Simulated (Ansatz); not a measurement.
Geometry relaxation, with input and output: Si4H8

- system: Si4H8 (cyclo-(SiH2)4)
- method: RKS PBE-D4/def2-SVP (Ansatz 0.2.0)

The geometry: GFN2-xTB start. Figures and captions count atoms from 1; the log counts them from 0 in places.

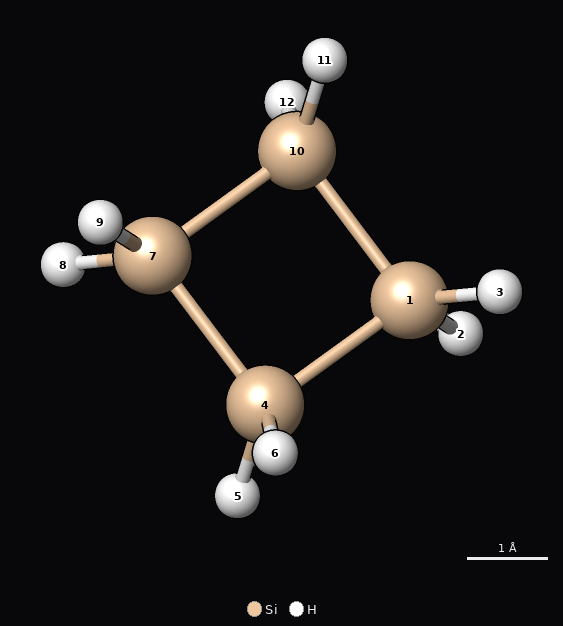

Fig. 1: The starting structure (ball-and-stick view, seen at a tilt; atoms are numbered from 1 in the order of the input). Bond lengths as drawn: H–Si 1.47 Å and Si–Si 2.36 Å.

Input file
```yaml
crystal:
  periodic: [false, false, false]
  atoms:
    - {symbol: Si, position_ang: [0.967790, -1.356160, -0.023380]}
    - {symbol: H, position_ang: [0.559050, -2.766810, 0.033240]}
    - {symbol: H, position_ang: [2.431620, -1.446240, -0.105100]}
    - {symbol: Si, position_ang: [0.099100, 0.042180, 1.661790]}
    - {symbol: H, position_ang: [-0.777160, -0.600880, 2.650820]}
    - {symbol: H, position_ang: [1.085970, 0.732060, 2.503840]}
    - {symbol: Si, position_ang: [-0.968800, 1.355430, 0.023830]}
    - {symbol: H, position_ang: [-2.433880, 1.428290, 0.106940]}
    - {symbol: H, position_ang: [-0.577320, 2.770080, -0.032970]}
    - {symbol: Si, position_ang: [-0.093890, -0.038020, -1.662390]}
    - {symbol: H, position_ang: [0.784740, 0.607250, -2.647220]}
    - {symbol: H, position_ang: [-1.077210, -0.727160, -2.509390]}
basis:
  gaussian: {orbitals: def2-SVP}
hamiltonian: {xc: pbe, dispersion: d4}
scf: {lower_state_search: "off"}
output: {orbitals: {seedname: orbitals}}
relax: {f_tol: 0.02, max_steps: 100}
```

Run on 4 threads of Arm Neoverse V1, 23 GiB of memory available, shared host.

Launched with:
```bash
ansatz run in.yaml --threads 4 --pin off --events-out ev --progress --plain --max-ram 3916MiB
```

Log
```
Functional definition: PBE
  name "PBE"
  cite "Perdew, Burke & Ernzerhof, Phys. Rev. Lett. 77, 3865 (1996) doi:10.1103/PhysRevLett.77.3865"
  parent pbe
  parameter kappa = 0.804
  parameter beta = 0.06672455060314922
  exchange = pbe_x(kappa = kappa, mu = beta*pi^2/3)
  correlation = pbe_c(beta = beta)
these checks for a lower state are left out or cut short: stability, starts, cluster_reference, orbital_swaps, neighbouring_geometries, increment
1248 factors; their error is unknown
mean field evaluation 1: about -31612.1559 eV, gradient 1.8e1 eV
mean field evaluation 2: about -31613.3945 eV, gradient 7.5e0 eV
mean field evaluation 4: about -31613.6492 eV, gradient 6.5e-1 eV
mean field evaluation 8: about -31613.5188 eV, gradient 3.1e-3 eV
mean field -31613.51882298 eV, -1161.7753883318 hartree, gradient 4.9e-6 eV, S^2 0.000000; 0 other end points of the search recorded, 0 dependent functions left out
the calculation of the forces begins
reference -31613.51886352 eV, -1161.7753898218 hartree; 32, 32 occupied and 80, 80 virtual orbitals, 1248 factors
relax step   1: F+E_penalty+E_count = -31613.87935120 eV  Δ(F+E_penalty+E_count) = +0.000e0 eV  max|allowed force component| = 7.484e-1 eV/Å  Δτ_max = 0.0000 Å  (13 SCF iters, accepted)
these checks for a lower state are left out or cut short: stability, starts, cluster_reference, orbital_swaps, neighbouring_geometries, increment
1248 factors; their error is unknown
mean field evaluation 16: about -31613.8037 eV, gradient 4.8e0 eV
mean field -31613.70359063 eV, -1161.7821784178 hartree, gradient 8.9e-7 eV, S^2 0.000000; 0 other end points of the search recorded, 0 dependent functions left out
the calculation of the forces begins
reference -31613.70363197 eV, -1161.7821799368 hartree; 32, 32 occupied and 80, 80 virtual orbitals, 1248 factors
relax step   2: F+E_penalty+E_count = -31614.06367621 eV  Δ(F+E_penalty+E_count) = -1.843e-1 eV  max|allowed force component| = 1.372e-1 eV/Å  Δτ_max = 0.0871 Å  (16 SCF iters, accepted)
these checks for a lower state are left out or cut short: stability, starts, cluster_reference, orbital_swaps, neighbouring_geometries, increment
1248 factors; their error is unknown
mean field -31613.71100251 eV, -1161.7824507993 hartree, gradient 4.0e-7 eV, S^2 0.000000; 0 other end points of the search recorded, 0 dependent functions left out
the calculation of the forces begins
reference -31613.71104367 eV, -1161.7824523119 hartree; 32, 32 occupied and 80, 80 virtual orbitals, 1248 factors
relax step   3: F+E_penalty+E_count = -31614.06918047 eV  Δ(F+E_penalty+E_count) = -5.504e-3 eV  max|allowed force component| = 4.840e-2 eV/Å  Δτ_max = 0.0296 Å  (17 SCF iters, accepted)
these checks for a lower state are left out or cut short: stability, starts, cluster_reference, orbital_swaps, neighbouring_geometries, increment
1248 factors; their error is unknown
mean field evaluation 32: about -31613.7114 eV, gradient 1.7e-1 eV
mean field -31613.71150791 eV, -1161.7824693725 hartree, gradient 3.0e-7 eV, S^2 0.000000; 0 other end points of the search recorded, 0 dependent functions left out
the calculation of the forces begins
reference -31613.71154914 eV, -1161.7824708875 hartree; 32, 32 occupied and 80, 80 virtual orbitals, 1248 factors
relax step   4: F+E_penalty+E_count = -31614.07022623 eV  Δ(F+E_penalty+E_count) = -1.046e-3 eV  max|allowed force component| = 1.691e-3 eV/Å  Δτ_max = 0.0100 Å  (18 SCF iters, accepted)
```

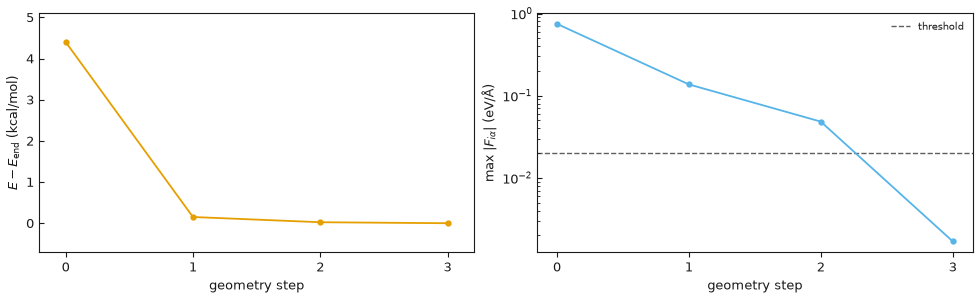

Fig. 2: Progress of the relaxation, step by step (the first geometry is step 0 here and step 1 in the log).

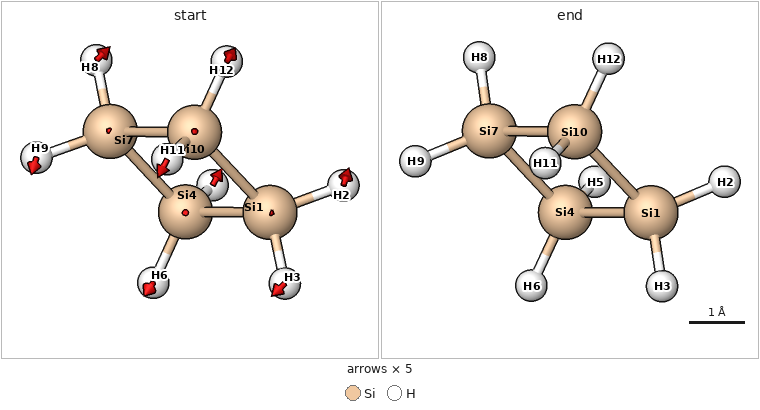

Fig. 3: Before (left) and after (right) the relaxation, at one scale (ball-and-stick view, seen at a tilt). The red arrows give the displacements, magnified 5 times. The energy falls by 4.40 kcal/mol in 3 geometry steps. Largest force component: 0.75 eV/Å at the start, 0.0017 eV/Å at the end. The atom that moves furthest after the best rigid fit is H11 (0.082 Å). By element the largest moves are H 0.082 Å, Si 0.020 Å. Distances before and after: Si10–H11 1.469 → 1.508 Å, Si1–Si10 2.356 → 2.383 Å. Among the angles that change: H2–Si1–H3 102.7° → 108.6°. (Atoms are counted from 1 in the order of the input.)

```
Total energy: -31614.07026745 eV, -1161.7956535425 hartree
Atom 0 at     0.976734    -1.373195    -0.023577 Å, force    -0.001480     0.000986     0.000051 eV/Å
Atom 1 at     0.486313    -2.797488     0.039394 Å, force    -0.001170    -0.000455     0.000139 eV/Å
Atom 2 at     2.481780    -1.387311    -0.110763 Å, force     0.000814     0.000656    -0.000114 eV/Å
Atom 3 at     0.100407     0.042547     1.681667 Å, force     0.000235     0.000227    -0.001391 eV/Å
Atom 4 at    -0.838209    -0.644129     2.641061 Å, force    -0.000774    -0.000505     0.000399 eV/Å
Atom 5 at     1.148546     0.776992     2.478577 Å, force     0.001085     0.000714    -0.000427 eV/Å
Atom 6 at    -0.981218     1.369993     0.023920 Å, force     0.000597    -0.001691     0.000039 eV/Å
Atom 7 at    -2.486345     1.367945     0.111499 Å, force    -0.000765    -0.001049     0.000121 eV/Å
Atom 8 at    -0.506080     2.799451    -0.038279 Å, force     0.000761     0.000626    -0.000129 eV/Å
Atom 9 at    -0.095438    -0.038994    -1.682038 Å, force     0.000250     0.000178     0.001291 eV/Å
Atom 10 at     0.850828     0.652948    -2.630114 Å, force     0.001196     0.000786     0.000347 eV/Å
Atom 11 at    -1.137308    -0.768739    -2.491336 Å, force    -0.000749    -0.000473    -0.000325 eV/Å
Dipole moment:     0.000122     0.000089    -0.000007 e Å
Checks for a lower state left out: stability, starts, cluster_reference, orbital_swaps, neighbouring_geometries, increment
```

Trajectory as extended XYZ (Å, eV, eV/Å), 4 frames, from step=1 to step=4
```
12
Properties=species:S:1:pos:R:3:forces:R:3 step=1 energy=-31613.87935
Si    0.9678   -1.3562   -0.0234   -0.1319   0.1631   0.0016
H     0.5591   -2.7668    0.0332   -0.4220  -0.6281   0.0400
H     2.4316   -1.4462   -0.1051    0.7484   0.1875  -0.0480
Si    0.0991    0.0422    1.6618   -0.0128  -0.0097  -0.1976
H    -0.7772   -0.6009    2.6508   -0.5605  -0.4058   0.3175
H     1.0860    0.7321    2.5038    0.5968   0.4229   0.2280
Si   -0.9688    1.3554    0.0238    0.1188  -0.1742  -0.0070
H    -2.4339    1.4283    0.1069   -0.7406  -0.1955   0.0478
H    -0.5773    2.7701   -0.0330    0.4208   0.6471  -0.0399
Si   -0.0939   -0.0380   -1.6624    0.0098   0.0012   0.2063
H     0.7847    0.6072   -2.6472    0.5680   0.4118  -0.3185
H    -1.0772   -0.7272   -2.5094   -0.5949  -0.4204  -0.2303
12
Properties=species:S:1:pos:R:3:forces:R:3 step=2 energy=-31614.06368
Si    0.9757   -1.3690   -0.0236   -0.0786   0.1061   0.0018
H     0.4738   -2.7812    0.0392   -0.0072  -0.1332   0.0036
H     2.4729   -1.3699   -0.1100    0.1314  -0.0369  -0.0069
Si    0.1001    0.0424    1.6790   -0.0084  -0.0038  -0.1352
H    -0.8422   -0.6470    2.6205   -0.0615  -0.0458   0.1093
H     1.1472    0.7768    2.4625    0.0748   0.0515   0.0970
Si   -0.9780    1.3672    0.0238    0.0770  -0.1081  -0.0024
H    -2.4752    1.3518    0.1111   -0.1307   0.0359   0.0065
H    -0.4917    2.7846   -0.0385    0.0076   0.1365  -0.0035
Si   -0.0948   -0.0386   -1.6795    0.0059   0.0020   0.1372
H     0.8510    0.6539   -2.6152    0.0635   0.0465  -0.1075
H    -1.1387   -0.7710   -2.4692   -0.0738  -0.0507  -0.0998
12
Properties=species:S:1:pos:R:3:forces:R:3 step=3 energy=-31614.06918
Si    0.9784   -1.3737   -0.0236    0.0246  -0.0407  -0.0009
H     0.4941   -2.8027    0.0384   -0.0082   0.0410   0.0008
H     2.4857   -1.3957   -0.1103   -0.0369   0.0228   0.0007
Si    0.1003    0.0426    1.6825    0.0032   0.0008   0.0478
H    -0.8365   -0.6432    2.6479    0.0114   0.0089  -0.0375
H     1.1465    0.7753    2.4878   -0.0155  -0.0099  -0.0358
Si   -0.9816    1.3715    0.0239   -0.0292   0.0376   0.0006
H    -2.4891    1.3775    0.1108    0.0364  -0.0215  -0.0004
H    -0.5125    2.8055   -0.0375    0.0090  -0.0421  -0.0005
Si   -0.0960   -0.0393   -1.6827    0.0005   0.0004  -0.0484
H     0.8474    0.6505   -2.6388   -0.0112  -0.0080   0.0372
H    -1.1367   -0.7684   -2.4984    0.0159   0.0108   0.0364
12
Properties=species:S:1:pos:R:3:forces:R:3 step=4 energy=-31614.07023
Si    0.9767   -1.3732   -0.0236   -0.0015   0.0010   0.0001
H     0.4863   -2.7975    0.0394   -0.0012  -0.0005   0.0001
H     2.4818   -1.3873   -0.1108    0.0008   0.0007  -0.0001
Si    0.1004    0.0425    1.6817    0.0002   0.0002  -0.0014
H    -0.8382   -0.6441    2.6411   -0.0008  -0.0005   0.0004
H     1.1485    0.7770    2.4786    0.0011   0.0007  -0.0004
Si   -0.9812    1.3700    0.0239    0.0006  -0.0017   0.0000
H    -2.4863    1.3679    0.1115   -0.0008  -0.0010   0.0001
H    -0.5061    2.7995   -0.0383    0.0008   0.0006  -0.0001
Si   -0.0954   -0.0390   -1.6820    0.0003   0.0002   0.0013
H     0.8508    0.6529   -2.6301    0.0012   0.0008   0.0003
H    -1.1373   -0.7687   -2.4913   -0.0007  -0.0005  -0.0003
```

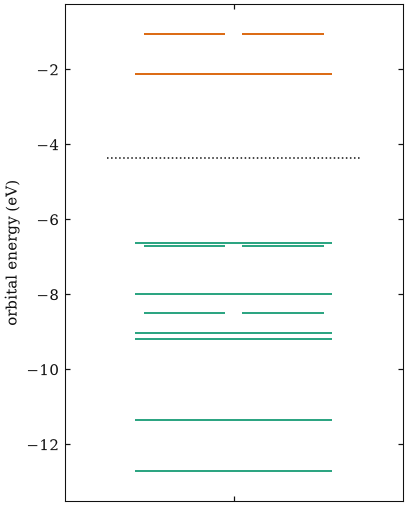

Fig. 4: Orbital energies near the frontier; the dotted line parts filled from empty levels, and levels within 0.02 eV of each other stand side by side. Highest filled −6.63 eV, lowest empty −2.11 eV, 4.52 eV apart.

Key numbers

- outcome: converged
- total energy: −31614.0703 eV
- mean-field energy: −31613.7115 eV
- dispersion energy: −0.3587 eV
- HOMO: −6.63 eV
- LUMO: −2.11 eV
- largest force (length of the vector) at the end: 0.002 eV/Å
- dipole moment: 0.00 D
- wall time: 3.3 s (CPU time 12 s)
- peak memory: 0.15 GiB
